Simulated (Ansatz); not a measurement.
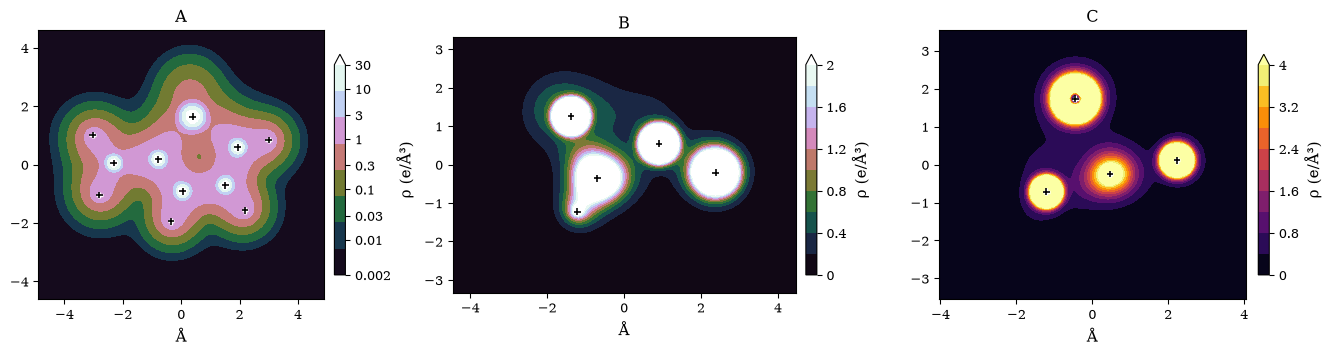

The electron density of 3 systems, each on a plane through atoms (crosses mark nuclei in the plane).

Level of theory: Ansatz, isolated molecule in a Gaussian basis; Kohn-Sham density functional theory, functional PBE0.

System 1: C$_{4}$H$_{6}$BFSi, the plane of atoms C1, C2 and H10. Geometry: r2SCAN-D4/def2-SVP.

```xyz
13

C    -0.6023    1.3045    1.0423
C    -1.9064    1.4574    0.6393
C    -2.4415    0.5602   -0.4060
C    -1.5827   -0.3668   -0.9012
B     0.0395    2.2182    2.0941
F     0.6771   -1.3457    0.6963
Si    0.0701   -0.0438   -0.0708
H     1.2278    2.1947    2.3192
H    -0.6616    2.9879    2.7153
H    -2.5582    2.2340    1.0646
H    -3.4835    0.6657   -0.7324
H    -1.8859   -1.0830   -1.6701
H     1.1173    0.4172   -1.0248
```

System 2: AlFHNSi (SMILES [F][Al]1[NH][Si]1), the molecular plane. Geometry: B3LYP/6-31G*.

```xyz
5

Al    0.3830   -1.0072    0.0712
F    -1.2678   -1.0097   -0.1209
N     1.5435   -1.7265   -1.1537
Si    2.7674   -1.1966   -0.0160
H     1.7197   -2.2051   -2.0367
```

System 3: AlH$_{2}$NSiSn, the plane of atoms N2, Si3 and Sn4. Geometry: PBE0-D3(BJ)/def2-SVP; core potentials replace the inner electrons of Sn.

```xyz
6

Al   -3.0234    1.3456   -0.0306
N    -1.4771    0.9592    0.8154
Si   -0.0506    0.5704    1.7291
Sn    0.0157    1.1681   -0.7661
H     0.3101    1.5313    2.8166
H     0.0334   -0.8313    2.2432
```

Q: Which map belongs to which system?

A: Panel A is system 1, C$_{4}$H$_{6}$BFSi: the plane holds C, B, Si and H. C–C (1.36 Å): ρ at the midpoint is about 2.2 e/Å³. Panel B is system 2, AlFHNSi: the plane holds Al, F, N, Si and H. Al–F (1.66 Å): ρ is about 0.88 e/Å³ halfway. Panel C is system 3, AlH$_{2}$NSiSn: the plane holds Al, N, Si and Sn. Si–N (1.74 Å): ρ at the midpoint is about 1.1 e/Å³.
